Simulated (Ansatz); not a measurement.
# HfCdO3: response to strain

Base system: HfCdO₃ in the cubic perovskite structure (space group Pm-3m, No. 221; a = 4.0712 Å; a model cell, its experimental status unchecked). Axes: x, y, z lie along the cube axes.

Strains are applied to the cell and any free atomic positions relax.

Calculations: Ansatz (a quantum-chemistry and plane-wave program) r2SCAN, no spin-orbit coupling.

Notes on the quantities. pressure: mean of the normal stresses, compression positive.

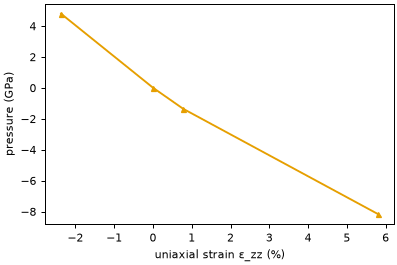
Pressure against uniaxial strain ε_zz

Problem. From the plot, what is the pressure for uniaxial strain ε_zz = −2.37 %?

Solution. About 5 GPa.

Problem. Is the trend monotonic over the range shown?

Solution. Yes, it falls throughout, spanning -8.2 GPa to 4.8 GPa.

A case with no gap was solved on a k-mesh chosen for an insulator, which is coarse for it. No phonon test of stability was made. All final runs are without spin polarisation. Many cubic perovskites are stable only at high temperature; tilts and polar distortions were not tested.
